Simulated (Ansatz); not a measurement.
# Cs3Bi (model cell, started as anti-ReO3 type): from the cell to its phonons

Task: relax Cs3Bi (model cell, started as anti-ReO3 type), then find its harmonic phonons.

Main program and level: Ansatz 0.2.0; DFT PBEsol, scalar-relativistic, plane waves, PAW.

The structure was built from a prototype and need not be the compound's stable phase.

**1. Set-up**

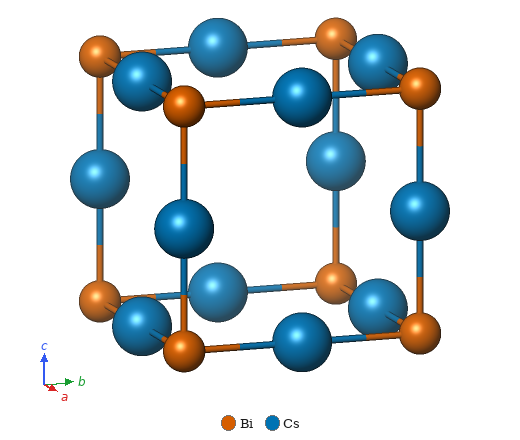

The starting structure, seen slightly off an axis (bismuth orange, caesium blue). Some periodic images of atoms are drawn too.

**2. Bringing the structure to rest**

The cell and atoms are relaxed, since residual forces and stress would shift the frequencies.

File input.yaml:

```yaml
crystal:
  lattice:
    - [7.146, 0.0, 0.0]
    - [0.0, 7.146, 0.0]
    - [0.0, 0.0, 7.146]
  atoms:
    - { symbol: Bi, position: [0.0, 0.0, 0.0] }
    - { symbol: Cs, position: [0.5, 0.0, 0.0] }
    - { symbol: Cs, position: [0.0, 0.5, 0.0] }
    - { symbol: Cs, position: [0.0, 0.0, 0.5] }
kpoints:
  mp_grid: { grid: [6, 6, 6] }
hamiltonian:
  xc: pbesol
scf:
  occupations: { method: gaussian, width: 0.1 }
output:
  forces: true
  stress: true
  eigenvalues: true
  write_density: true
  write_potential: true
  elf: true
  volumetric_format: npy
relax:
  adjacent_minimum: "off"
  f_tol: 0.005
  max_steps: 80
  cell: { stress_tol: 0.05 }
```

Launch:

```sh
ansatz run input.yaml --threads 4 --pin off --max-ram 7168MiB --backend cpu --events-out ev --progress --plain --runs-dir out
```

Numbers of over 12 decimals in the logs are rounded to 6 here.

Output:

```text
Engine: ansatz 0.2.0, aarch64-unknown-linux-gnu
Pseudopotentials: kind: paw
Pseudopotential: Bi, paw, valence charge 15, recommended cutoff 420 eV (normal), Bi.paw.azcp
Pseudopotential: Cs, paw, valence charge 9, recommended cutoff 420 eV (normal), Cs.paw.azcp
Functional definition: PBEsol
  exchange = pbesol_x
  correlation = pbesol_c
Crystal: 4 atoms, lattice volume = 364.913 Å³
Basis set: ecut = 420 eV, 7123 PW (Γ), exchange–correlation on 96×96×96 points (8 copies of the dense FFT grid, shifted against one another)
Bands: 26, of which v1, the nominal top of the filled ones, is band 21 counted from 1 (20 counted from 0)
Symmetry: 48 space group operations
Space group: Pm-3m (ITA 221), of the structure as read, at distance tolerance 7.1e-5 Å
k-points: 20 of 216
Non-local potential: Bi, projectors of the file, l = 0: 2, l = 1: 2, l = 2: 2, l = 3: 2
Non-local potential: Cs, projectors of the file, l = 0: 3, l = 1: 2, l = 2: 2, l = 3: 2
PAW form: soft (Blöchl's): semilocal exchange-correlation on the pseudo side does not see the compensation charge
PAW frozen core: Bi, regenerated for the run's functional, and the local potential with it (the file was generated under x = pbe(κ = 0.804, μ = 0.219515), c = pbe(β = 0.066725))
PAW frozen core: Cs, regenerated for the run's functional, and the local potential with it (the file was generated under x = pbe(κ = 0.804, μ = 0.219515), c = pbe(β = 0.066725))
PAW one-centre angular grid: Bi, 590 points (default); XC on 64 Gauss nodes
PAW one-centre angular grid: Cs, 194 points (default); XC on 64 Gauss nodes
Initial density: superposition of atomic densities (neutral atoms: chi_scale 0, normalization atom), corrected by the library's trained network
Initial wavefunctions: pseudopotential atomic-orbital guess
Functional: x = pbesol(κ = 0.804, μ = 0.123457), c = pbesol(β = 0.046)
SCF iter   1: F=—  HF=-28999.920515 eV  |F-HF|=—  |Δ(HF+E_count)|=         —  Δρ=1.52e-3  dr2=4.05e-2  ethr=1.77e-3  ⟨swp⟩=8.3  Hψ=2823  notcnv=0
preconditioner: auto → LDOS  [metal: Δε(μ)=0.047 eV  Ē_g=9.115 eV  σ=0.100 eV  W_gap=0.26  n_scr=32 (ndim 8)  ℏωp=9.9 eV  f_vac=0.360  D(μ)=3.71/eV (n_scr^D=18)  β→1.0]
SCF iter   2: F=—  HF=-28999.916767 eV  |F-HF|=—  |Δ(HF+E_count)|=   3.75e-3  Δρ=4.56e-4  dr2=3.23e-3  ethr=9.65e-5  ⟨swp⟩=2.9  Hψ=1160  notcnv=0  defer=4
SCF iter   3: F=—  HF=-28999.918312 eV  |F-HF|=—  |Δ(HF+E_count)|=   1.55e-3  Δρ=2.54e-4  dr2=1.43e-3  ethr=7.70e-6  ⟨swp⟩=2.9  Hψ=941  notcnv=0  defer=4
SCF iter   4: F=—  HF=-28999.918416 eV  |F-HF|=—  |Δ(HF+E_count)|=   1.04e-4  Δρ=1.08e-4  dr2=6.14e-5  ethr=3.42e-6  ⟨swp⟩=3.0  Hψ=885  notcnv=0  defer=4
SCF iter   5: F=—  HF=-28999.918506 eV  |F-HF|=—  |Δ(HF+E_count)|=   8.97e-5  Δρ=4.48e-5  dr2=1.91e-5  ethr=1.46e-7  ⟨swp⟩=2.0  Hψ=876  notcnv=0  defer=4
SCF iter   6: F=—  HF=-28999.918502 eV  |F-HF|=—  |Δ(HF+E_count)|=   3.79e-6  Δρ=7.56e-6  dr2=9.65e-7  ethr=4.54e-8  ⟨swp⟩=2.0  Hψ=877  notcnv=0  defer=4
SCF iter   7: F=—  HF=-28999.918502 eV  |F-HF|=—  |Δ(HF+E_count)|=   5.98e-8  Δρ=2.92e-6  dr2=1.58e-7  ethr=2.30e-9  ⟨swp⟩=2.0  Hψ=593  notcnv=0  defer=4
SCF iter   8: F=-28999.918502 eV  HF=-28999.918502 eV  |F-HF|=2.98e-9  |Δ(HF+E_count)|=   1.43e-8  Δρ=6.04e-7  dr2=5.04e-9  ethr=2.38e-10  ⟨swp⟩=13.9  Hψ=4341  notcnv=0
SCF 1 converged in 8 iterations: F = -28999.918502 eV  dr2 = 5.04e-9
  greatest PAW one-centre occupation: 0.986 electrons in one spin orbital (limit 2), on the Bi atom at site 0 (counted from 0), in its partial waves of l = 2
relax step   1: F+E_penalty+E_count = -28999.91850193 eV  Δ(F+E_penalty+E_count) = +0.000e0 eV  max|allowed force component| = 4.318e-30 eV/Å  Δτ_max = 0.0000 Å  P = +1.132 GPa  Ω = 364.913 Å³  (8 SCF iters, dr2 threshold 1.00e-7 eV, accepted)
Crystal: 4 atoms, lattice volume = 385.115 Å³
Basis set: ecut = 420 eV, 7497 PW (Γ), exchange–correlation on 96×96×96 points (8 copies of the dense FFT grid, shifted against one another)
Initial density: handed on by an earlier stage of this run
Initial wavefunctions: those handed on with the density
iter 1 solved again at ethr=4.59e-6 eV; its pass at ethr=3.10e-3 eV (dr2=1.93e-3 eV) is discarded
SCF iter   1: F=—  HF=-29000.032485 eV  |F-HF|=—  |Δ(HF+E_count)|=         —  Δρ=6.21e-4  dr2=3.08e-3  ethr=4.59e-6  ⟨swp⟩=2.6  Hψ=3397  notcnv=0
eigensolver tolerance schedule calibrated: the retry pair's looser diagonalisation under-reported the residual by θ = 0.37 (0.13/decade); ethr = c·dr2/N_el runs at the constant in force after the calibration composes with the one it found (an armed cap, an earlier calibration), c = 5.7e-2
preconditioner: auto → LDOS  [metal: Δε(μ)=0.027 eV  Ē_g=9.099 eV  σ=0.100 eV  W_gap=0.15  n_scr=32 (ndim 8)  ℏωp=9.6 eV  f_vac=0.376  D(μ)=3.47/eV (n_scr^D=18)  β→1.0]
SCF iter   2: F=—  HF=-29000.033158 eV  |F-HF|=—  |Δ(HF+E_count)|=   6.73e-4  Δρ=3.72e-4  dr2=1.94e-3  ethr=4.20e-6  ⟨swp⟩=2.6  Hψ=901  notcnv=0
SCF iter   3: F=—  HF=-29000.032920 eV  |F-HF|=—  |Δ(HF+E_count)|=   2.39e-4  Δρ=1.15e-4  dr2=2.34e-4  ethr=2.63e-6  ⟨swp⟩=2.0  Hψ=884  notcnv=0
SCF iter   4: F=—  HF=-29000.033047 eV  |F-HF|=—  |Δ(HF+E_count)|=   1.28e-4  Δρ=8.39e-5  dr2=4.41e-5  ethr=3.19e-7  ⟨swp⟩=2.0  Hψ=886  notcnv=0
SCF iter   5: F=—  HF=-29000.033037 eV  |F-HF|=—  |Δ(HF+E_count)|=   1.07e-5  Δρ=7.91e-6  dr2=8.07e-7  ethr=5.99e-8  ⟨swp⟩=2.1  Hψ=887  notcnv=0
SCF iter   6: F=-29000.033038 eV  HF=-29000.033038 eV  |F-HF|=8.73e-10  |Δ(HF+E_count)|=   9.23e-7  Δρ=1.88e-6  dr2=4.46e-8  ethr=5.44e-10  ⟨swp⟩=15.2  Hψ=4633  notcnv=0
SCF 2 converged in 6 iterations: F = -29000.033038 eV  dr2 = 4.46e-8
  Residual-converged pass: ⟨swp⟩=1.1  Hψ=614  notcnv=0  max |occ|·‖R‖ = 7.0e-9 eV (tolerance 1.0e-8 eV)  dr2=4.46e-8  dr2_onsite=8.21e-11  max |Δocc| = 3.7e-10
relax step   2: F+E_penalty+E_count = -29000.03303763 eV  Δ(F+E_penalty+E_count) = -1.145e-1 eV  max|allowed force component| = 1.565e-30 eV/Å  Δτ_max = 0.0000 Å  P = +0.706 GPa  Ω = 385.115 Å³  energy of the carried Pulay correction = -2.722e-4 eV  (6 SCF iters, dr2 threshold 4.00e-7 eV, accepted)
Crystal: 4 atoms, lattice volume = 423.962 Å³
Basis set: ecut = 420 eV, 8289 PW (Γ), exchange–correlation on 96×96×96 points (8 copies of the dense FFT grid, shifted against one another)
iter 1 solved again at ethr=2.87e-5 eV; its pass at ethr=3.10e-3 eV (dr2=1.20e-2 eV) is discarded
SCF iter   1: F=—  HF=-29000.124022 eV  |F-HF|=—  |Δ(HF+E_count)|=         —  Δρ=1.11e-3  dr2=1.26e-2  ethr=2.87e-5  ⟨swp⟩=2.0  Hψ=3393  notcnv=0
preconditioner: auto → LDOS  [metal: Δε(μ)=0.064 eV  Ē_g=9.132 eV  σ=0.100 eV  W_gap=0.33  n_scr=32 (ndim 8)  ℏωp=9.2 eV  f_vac=0.399  D(μ)=2.56/eV (n_scr^D=6)  β→1.0]
SCF iter   2: F=—  HF=-29000.128107 eV  |F-HF|=—  |Δ(HF+E_count)|=   4.08e-3  Δρ=6.76e-4  dr2=9.49e-3  ethr=2.87e-5  ⟨swp⟩=2.1  Hψ=955  notcnv=0
SCF iter   3: F=—  HF=-29000.127102 eV  |F-HF|=—  |Δ(HF+E_count)|=   1.00e-3  Δρ=2.06e-4  dr2=1.02e-3  ethr=2.26e-5  ⟨swp⟩=2.0  Hψ=883  notcnv=0
SCF iter   4: F=—  HF=-29000.127371 eV  |F-HF|=—  |Δ(HF+E_count)|=   2.68e-4  Δρ=1.82e-4  dr2=1.63e-4  ethr=2.43e-6  ⟨swp⟩=2.0  Hψ=886  notcnv=0
SCF iter   5: F=—  HF=-29000.127447 eV  |F-HF|=—  |Δ(HF+E_count)|=   7.59e-5  Δρ=1.53e-5  dr2=3.60e-6  ethr=3.87e-7  ⟨swp⟩=2.0  Hψ=884  notcnv=0
SCF iter   6: F=-29000.127453 eV  HF=-29000.127453 eV  |F-HF|=3.25e-8  |Δ(HF+E_count)|=   6.59e-6  Δρ=4.67e-6  dr2=3.45e-7  ethr=9.52e-10  ⟨swp⟩=14.3  Hψ=5234  notcnv=0
SCF 3 converged in 6 iterations: F = -29000.127453 eV  dr2 = 3.45e-7
relax step   3: F+E_penalty+E_count = -29000.12745306 eV  Δ(F+E_penalty+E_count) = -9.442e-2 eV  max|allowed force component| = 6.557e-30 eV/Å  Δτ_max = 0.0000 Å  P = +0.119 GPa  Ω = 423.962 Å³  energy of the carried Pulay correction = -7.567e-4 eV  (6 SCF iters, dr2 threshold 4.00e-7 eV, accepted)
[...]
relax step   4: F+E_penalty+E_count = -29000.13109630 eV  Δ(F+E_penalty+E_count) = -3.643e-3 eV  max|allowed force component| = 5.325e-30 eV/Å  Δτ_max = 0.0000 Å  P = +0.017 GPa  Ω = 432.852 Å³  energy of the carried Pulay correction = -8.610e-4 eV  (6 SCF iters, dr2 threshold 3.57e-8 eV, accepted)
Basis set: ecut = 420 eV, 8385 PW (Γ), exchange–correlation on 108×108×108 points (8 copies of the dense FFT grid, shifted against one another)
Initial wavefunctions: pseudopotential atomic-orbital guess (no wavefunctions were taken with the density)
iter 1 solved again at ethr=1.04e-5 eV; its pass at ethr=3.10e-3 eV (dr2=4.35e-3 eV) is discarded
SCF iter   1: F=—  HF=-29000.100165 eV  |F-HF|=—  |Δ(HF+E_count)|=         —  Δρ=4.73e-4  dr2=4.17e-3  ethr=1.04e-5  ⟨swp⟩=3.0  Hψ=3858  notcnv=0
preconditioner: auto → LDOS  [metal: Δε(μ)=0.083 eV  Ē_g=9.154 eV  σ=0.100 eV  W_gap=0.41  n_scr=32 (ndim 8)  ℏωp=9.1 eV  f_vac=0.392  D(μ)=2.39/eV (n_scr^D=6)  β→1.0]
SCF iter   2: F=—  HF=-29000.132968 eV  |F-HF|=—  |Δ(HF+E_count)|=   3.28e-2  Δρ=3.60e-4  dr2=4.74e-3  ethr=9.93e-6  ⟨swp⟩=2.1  Hψ=656  notcnv=0
SCF iter   3: F=—  HF=-29000.131676 eV  |F-HF|=—  |Δ(HF+E_count)|=   1.29e-3  Δρ=1.66e-4  dr2=9.30e-4  ethr=9.93e-6  ⟨swp⟩=2.0  Hψ=558  notcnv=0
SCF iter   4: F=—  HF=-29000.132210 eV  |F-HF|=—  |Δ(HF+E_count)|=   5.33e-4  Δρ=7.44e-5  dr2=2.15e-4  ethr=2.21e-6  ⟨swp⟩=2.0  Hψ=582  notcnv=0
SCF iter   5: F=—  HF=-29000.132231 eV  |F-HF|=—  |Δ(HF+E_count)|=   2.10e-5  Δρ=4.98e-5  dr2=9.27e-5  ethr=5.11e-7  ⟨swp⟩=1.3  Hψ=533  notcnv=0
SCF iter   6: F=—  HF=-29000.132242 eV  |F-HF|=—  |Δ(HF+E_count)|=   1.09e-5  Δρ=6.46e-6  dr2=6.97e-7  ethr=2.21e-7  ⟨swp⟩=2.0  Hψ=603  notcnv=0
SCF iter   7: F=—  HF=-29000.132344 eV  |F-HF|=—  |Δ(HF+E_count)|=   1.02e-4  Δρ=8.89e-6  dr2=2.56e-6  ethr=1.66e-9  ⟨swp⟩=3.0  Hψ=1037  notcnv=0
SCF iter   8: F=—  HF=-29000.132344 eV  |F-HF|=—  |Δ(HF+E_count)|=   3.18e-7  Δρ=8.84e-6  dr2=2.76e-6  ethr=1.66e-9  ⟨swp⟩=1.6  Hψ=542  notcnv=0
SCF iter   9: F=—  HF=-29000.132344 eV  |F-HF|=—  |Δ(HF+E_count)|=   3.40e-8  Δρ=4.38e-7  dr2=2.13e-9  ethr=1.66e-9  ⟨swp⟩=3.1  Hψ=894  notcnv=0
SCF iter  10: F=—  HF=-29000.132344 eV  |F-HF|=—  |Δ(HF+E_count)|=  2.15e-10  Δρ=1.69e-7  dr2=2.85e-10  ethr=5.06e-12  ⟨swp⟩=2.1  Hψ=940  notcnv=0
SCF iter  11: F=-29000.132344 eV  HF=-29000.132344 eV  |F-HF|=4.37e-11  |Δ(HF+E_count)|=  1.56e-10  Δρ=3.45e-8  dr2=7.13e-12  ethr=1.00e-12  ⟨swp⟩=6.8  Hψ=3010  notcnv=0
SCF 5 converged in 11 iterations: F = -29000.132344 eV  dr2 = 7.13e-12
relax step   5: F+E_penalty+E_count = -29000.13234389 eV  Δ(F+E_penalty+E_count) = -1.248e-3 eV  max|allowed force component| = 1.090e-29 eV/Å  Δτ_max = 0.0000 Å  P = +0.022 GPa  Ω = 432.852 Å³  stress off target by 2.23e-2 GPa  SCF on the basis re-selected at this cell (its energy is not comparable with the rows above)  (11 SCF iters)
basis re-selected at this cell: Δ(F+E_penalty+E_count) = -1.248e-3 eV, ΔP = +0.005 GPa vs the last step (what re-selecting the basis moved, of the pressure what is left beyond the Pulay correction that the steps carried, after the strain that the cell walked since its last selection, with what the two solves' SCF thresholds leave and, on support functions, any second-order correction that the steps lacked; it is no measure of the basis error at this ecutwfc). The dense FFT grid was sized anew with the basis: this SCF ran on 54×54×54 points, the steps before it on 48×48×48, so part of this shift can come from that change (see relax.cell in the input reference). [rest of the remark cut]
SCF converged after 11 iterations
Free energy (F): -29000.132344 eV
Harris-Foulkes:  -29000.132344 eV  (|F-HF|=4.37e-11)
Internal energy: -29000.117929 eV  (E = F + TS)
E sigma→0 (E₀):  -29000.125136 eV
Entropy (-TS):   -0.014415 eV (-3.604 meV/atom)
Fermi energy:    1.981596 eV
--- Per-component energies (eV) ---
  E_band       = -468.675256
  E_kinetic    = 729.913068
  E_local      = -4320.868501  (includes V_loc(G=0)·N_el)
  E_nonlocal   = 653.631088
  E_hartree    = 1670.773462
  E_xc         = -666.060957
  E_vxc        = -519.662366  (∫ρ·V_xc dr)
  E_paw        = -25460.769974  (= ΣΔE_a)
  E_vpaw       = -353.234931  (= ΣTr[D̂ρ^β])
  E_aug_tail   = -0.000472  (compensation charges beyond the density's cutoff)
  E_ewald      = -1607.257874
  E_core_change = 0.522232  (= ΣΔE_core)
  E_smearing   = -0.014415  (= −TS)
  E_closure    = -0.000000  (closes the sum)
  Σ components = -29000.132344   (vs F -29000.132344, Δ=0.00e0)
--- Forces (eV/Å), atoms counted from 1 ---
  atom   1  Bi     0.00000000    -0.00000000     0.00000000
  atom   2  Cs    -0.00000000     0.00000000     0.00000000
  atom   3  Cs     0.00000000     0.00000000    -0.00000000
  atom   4  Cs    -0.00000000     0.00000000     0.00000000
  max |Σ_I F_I| component: 1.53e-29 eV/Å
--- Stress (GPa, compression-positive) ---
        0.022287      -0.000000      -0.000000
       -0.000000       0.022287      -0.000000
       -0.000000      -0.000000       0.022287
  P = ⅓ Tr σ = 0.0223 GPa (0.223 kbar)
--- Band table (eV; the first three rows and the last of 20) ---
  k-point 0: bands = [... 17 lower, -7.3003, 1.4951, 1.9794, 1.9794, 1.9794, 3.3065, 3.3065, 3.8126, ... 1 higher]
  k-point 1: bands = [... 17 lower, -7.1788, 1.4392, 1.8895, 1.9495, 1.9495, 3.2593, 3.4122, 3.8261, ... 1 higher]
  k-point 2: bands = [... 17 lower, -6.9959, 1.1628, 1.8940, 1.8940, 2.0334, 2.9291, 3.7030, 3.8370, ... 1 higher]
  k-point 19: bands = [... 17 lower, -6.5099, 0.9203, 0.9203, 0.9203, 2.8809, 3.5633, 3.5633, 3.5633, ... 1 higher]
--- Relaxed structure (4 steps of the walk, 4 accepted, 1 SCFs on fresh bases) ---
  F+E_penalty+E_count = -29000.13234389 eV   max|allowed force component| = 1.090e-29 eV/Å   (the final SCF, on the basis selected at the relaxed cell)
  cell:  # Å, volume = 432.8525 Å³
    - [7.564495, 0, 0]
    - [0, 7.564495, 0]
    - [0, 0, 7.564495]
  atoms:
    - { symbol: Bi, position: [0, 0, 0] }
    - { symbol: Cs, position: [0.500000, 0, 0] }
    - { symbol: Cs, position: [0, 0.500000, 0] }
    - { symbol: Cs, position: [0, 0, 0.500000] }
```

Elapsed: 22 s, on 4 threads of Arm Neoverse V2, shared host; peak memory 0.87 GiB; 83 s of CPU time.

Step by step:

| step | energy less that of the first step (eV) | largest force component (eV/Å) | pressure (GPa) | volume (Å³) |
| --- | --- | --- | --- | --- |
| 1 | 0.0000 | 0.0000 | 1.13 | 364.91 |
| 2 | -0.1145 | 0.0000 | 0.71 | 385.11 |
| 3 | -0.2090 | 0.0000 | 0.12 | 423.96 |
| 4 | -0.2126 | 0.0000 | 0.02 | 432.85 |
| 5* | -0.2138 | 0.0000 | 0.02 | 432.85 |

Relaxation steps marked * repeat the geometry before them on a plane-wave basis chosen anew for their cell, so energy and pressure can jump there.

The run keeps the 48 symmetry operations that it works with, so distortions that break them were not tested.

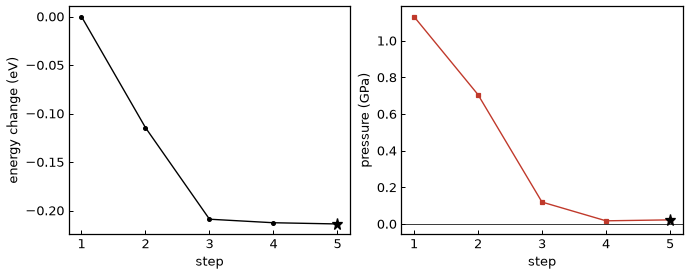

Energy and pressure along the relaxation. Stars mark steps on a basis chosen anew.

| conventional cell, symmetrised | before | after | change |
| --- | --- | --- | --- |
| a (Å) | 7.146 | 7.564 | +5.9 % |
| b (Å) | 7.146 | 7.564 | +5.9 % |
| c (Å) | 7.146 | 7.564 | +5.9 % |
| volume (Å³/atom) | 91.23 | 108.21 | +18.6 % |

The relaxed structure:

```xyz
4
Lattice="7.5645 0.0000 0.0000 0.0000 7.5645 0.0000 0.0000 0.0000 7.5645" Properties=species:S:1:pos:R:3 pbc="T T T"
Bi    0.0000    0.0000    0.0000
Cs    3.7822    0.0000    0.0000
Cs    0.0000    3.7822    0.0000
Cs    0.0000    0.0000    3.7822
```

This step gave:

| Quantity | Value |
| --- | --- |
| pressure | 0.02229 GPa |
| volume per atom | 108.2 Å³ |
| gap on the k-mesh | 0 eV |

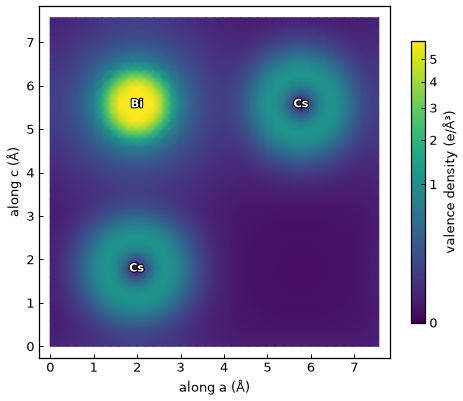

Valence density in the ac plane at fractional y = 0.000, with atoms of Bi and Cs within 0.2 Å of it. It is the smooth field of the valence electrons, not physical close to the nuclei. The map starts off the cell's origin, so that atoms lie inside it. The colour scale is stretched toward low values.

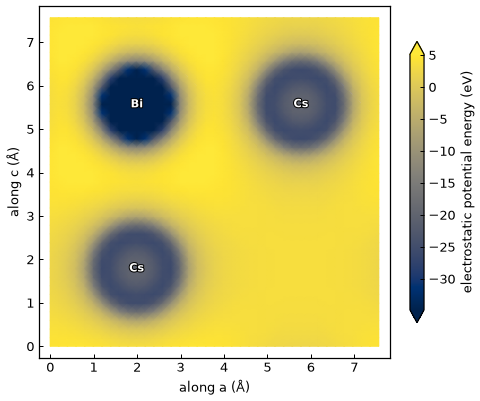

Electrostatic potential energy in the ac plane at fractional y = 0.000, with atoms of Bi and Cs within 0.2 Å of it. With pseudopotentials it is smooth inside the atoms' cores, unlike the true potential. The map starts off the cell's origin, so that atoms lie inside it.

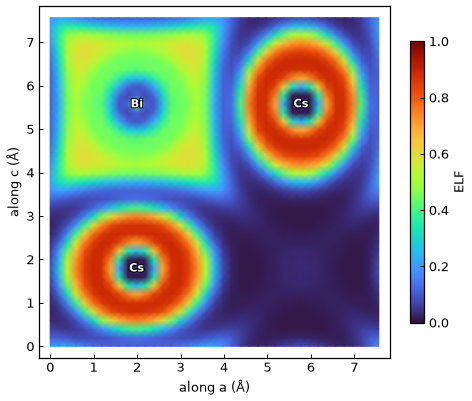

ELF in the ac plane at fractional y = 0.000, with atoms of Bi and Cs within 0.2 Å of it. It is the smooth field of the valence electrons, not physical close to the nuclei. The map starts off the cell's origin, so that atoms lie inside it.

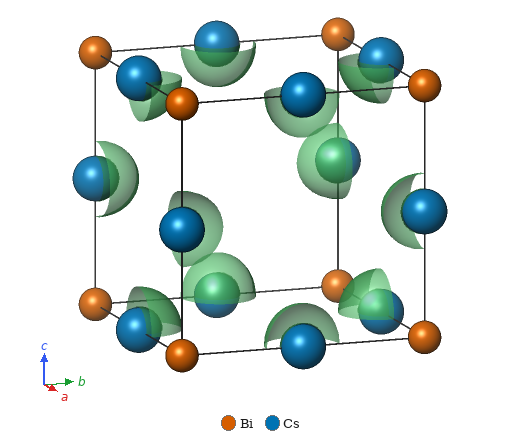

Surface of ELF = 0.81.

In this step the volume went from 91.23 to 108.21 Å³/atom.

**3. Relaxation**

The relaxation is repeated from its end on the same settings, as a check that it has come to rest.

input.yaml, the sections that differ from step 2:

```yaml
crystal:
  lattice:
    - [7.5644954006, 0.0, 0.0]
    - [0.0, 7.5644954006, 0.0]
    - [0.0, 0.0, 7.5644954006]
  atoms:
    - { symbol: Bi, position: [0.0, 0.0, 0.0] }
    - { symbol: Cs, position: [0.5, 0.0, 0.0] }
    - { symbol: Cs, position: [0.0, 0.5, 0.0] }
    - { symbol: Cs, position: [0.0, 0.0, 0.5] }
output:
  forces: true
  stress: true
  eigenvalues: true
# kpoints, hamiltonian, scf, relax: as in step 2
```

Output:

```text
[...]
Crystal: 4 atoms, lattice volume = 432.852 Å³
Basis set: ecut = 420 eV, 8385 PW (Γ), exchange–correlation on 108×108×108 points (8 copies of the dense FFT grid, shifted against one another)
Bands: 26, of which v1, the nominal top of the filled ones, is band 21 counted from 1 (20 counted from 0)
Symmetry: 48 space group operations
[...]
k-points: 20 of 216
[...]
--- Relaxed structure (1 steps of the walk, 1 accepted, 1 SCFs on fresh bases) ---
[...]
cell:  # Å, volume = 432.8525 Å³
    - [7.5644954006, 0.0, 0.0]
    - [0.0, 7.5644954006, 0.0]
    - [0.0, 0.0, 7.5644954006]
  atoms:
    - { symbol: Bi, position: [0.0, 0.0, 0.0] }
    - { symbol: Cs, position: [0.5, 0.0, 0.0] }
    - { symbol: Cs, position: [0.0, 0.5, 0.0] }
    - { symbol: Cs, position: [0.0, 0.0, 0.5] }
[key lines of the parts left out:]
SCF converged after 5 iterations
Free energy (F): -29000.132344 eV
Fermi energy:    1.981599 eV
P = ⅓ Tr σ = 0.0223 GPa (0.223 kbar)
```

The job ended after 10 s (4 threads; peak memory 0.85 GiB; 38 s of CPU time).

Little changed from the start: no atom moved by 0.005 Å and no cell edge by 0.1 %.

In this step the volume went from 108.21 to 108.21 Å³/atom.

[end of part 1 of 2]

[Logs are printed without paths, hosts, clocks, repeated set-up lines and the standing remarks that a program may print on its own settings, such as how far it seeks lower states.]

[Hosts, paths, dates, database ids (printed as entryN), source tags and the programs' standing remarks are cut or masked in the printed files.]
